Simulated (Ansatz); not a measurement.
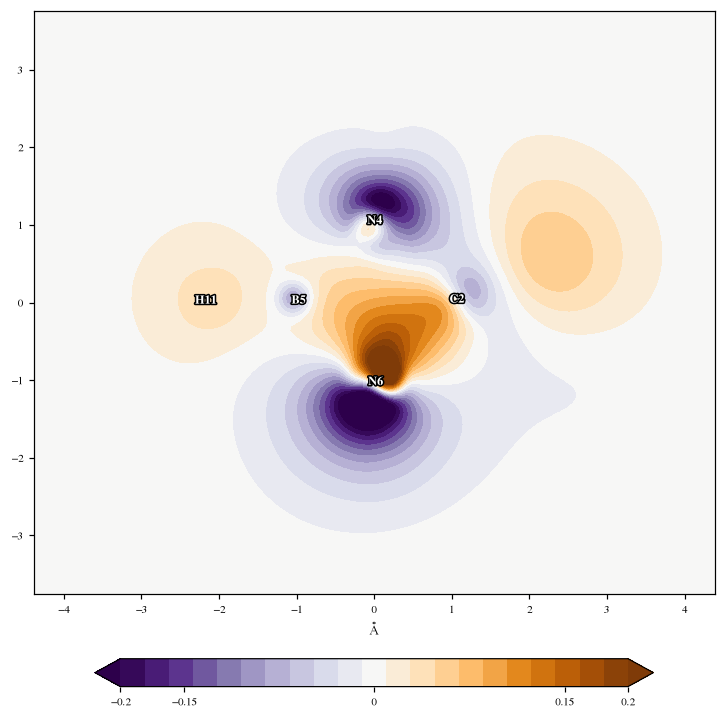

Figure 1: CH6BN3O. The HOMO on the plane of atoms N4, C2 and N6 (values in Å⁻³ᐟ²; the overall sign is arbitrary).

Computed with RKS PBE0-D4/cc-pVDZ (Ansatz 0.2.0).

Input

```
crystal:
  periodic: [false, false, false]
  atoms:
    - { symbol: "N", position_ang: [-1.5102, 0.4014, 0.0407] }
    - { symbol: C, position_ang: [-0.1034, 0.3926, 0.195] }
    - { symbol: O, position_ang: [0.3946, 1.6643, 0.4912] }
    - { symbol: "N", position_ang: [0.3543, -0.5819, 1.1618] }
    - { symbol: B, position_ang: [1.0644, -1.3369, 0.024] }
    - { symbol: "N", position_ang: [0.5843, -0.1892, -0.9203] }
    - { symbol: H, position_ang: [-1.7477, 1.0033, -0.8272] }
    - { symbol: H, position_ang: [-1.8886, -0.5036, -0.1337] }
    - { symbol: H, position_ang: [0.2873, 2.2491, -0.253] }
    - { symbol: H, position_ang: [1.0008, -0.2064, 1.8458] }
    - { symbol: H, position_ang: [1.7112, -2.3058, -0.0228] }
    - { symbol: H, position_ang: [-0.07, -0.6421, -1.5675] }
basis:
  gaussian: { orbitals: cc-pVDZ }
hamiltonian:
  xc: pbe0
  dispersion: d4
relax:
  f_tol: 0.02
  max_steps: 50
output:
  orbitals: {}
```

Run with:

```sh
ansatz run input.yaml --threads 2 --pin off --max-ram 3072MiB --backend cpu --events-out ev --progress --plain --runs-dir out
```

The fields are those of the run's last geometry, not of the input's.

Describe this orbital and give its energy.

Answer. By Hirshfeld shares it lies mainly on N6 (about 35 %), N4 (about 25 %) and N1 (about 20 %); largely a combination of lone pairs on N6, N4 and N1. Its energy is −6.52 eV.
